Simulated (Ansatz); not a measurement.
## Frozen-phonon scan for B (space group R-3m)

Starting cell, B (space group R-3m):

```
B
1.0
    2.42047     1.39746     4.13138
   -2.42047     1.39746     4.13138
    0.00000    -2.79491     4.13138
B
12
Cartesian
 -1.55842   0.89975   2.78968
  1.55842  -0.89975   9.60447
  0.00000  -1.79951   2.78968
  0.00000   1.79951   9.60447
  1.55842   0.89975   2.78968
 -1.55842  -0.89975   9.60447
 -0.98881   0.57089   4.43272
  0.98881  -0.57089   7.96143
  0.00000  -1.14178   4.43272
  0.00000   1.14178   7.96143
  0.98881   0.57089   4.43272
 -0.98881  -0.57089   7.96143
```

The atoms are displaced by Q × the pattern below (from a DFPT mode at Γ, largest move 1; Q in Å), at fixed cell.

```csv
atom,x,y,z
B1,0.250,0.433,0.000
B2,-0.250,-0.433,0.000
B3,-0.500,0.000,0.000
B4,0.500,0.000,0.000
B5,0.250,-0.433,0.000
B6,-0.250,0.433,0.000
B7,0.500,0.866,0.000
B8,-0.500,-0.866,0.000
B9,-1.000,0.000,0.000
B10,1.000,0.000,0.000
B11,0.500,-0.866,0.000
B12,-0.500,0.866,0.000
```

Level of theory: LDA (plane waves to 420 eV, PAW, scalar-relativistic; Ansatz, a quantum-chemistry and plane-wave program). k mesh 7×7×7 (Γ-centred), Fermi-Dirac smearing 0.05 eV. Energies are smeared free energies. B was relaxed with its symmetry unable to fall. ΔE is measured from the undisplaced structure.

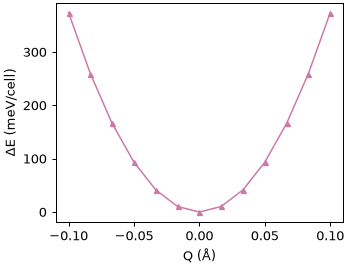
Figure. ΔE (meV/cell) against Q (Å); markers are the computed points, lines only join them.

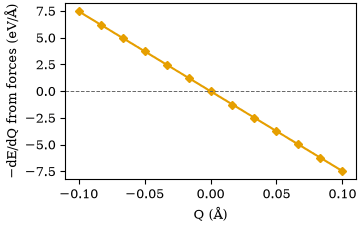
*−dE/dQ from forces (eV/Å) against Q (Å); markers are the computed points, lines only join them.*

The energy at Q = 0.100 Å comes out as 374 meV/cell. Symmetry of the curve: even: the same for both signs. Space group of the distorted cell: R-3 (No. 148), lowered from R-3m. Shape of the curve: a single well with its minimum at or next to zero displacement. Wavenumber by perturbation theory (DFPT, on another k mesh): 500 cm⁻¹.

(For displaced atoms, the force is minus the slope of the energy, and its curvature is a force constant, which sets phonon frequencies.)
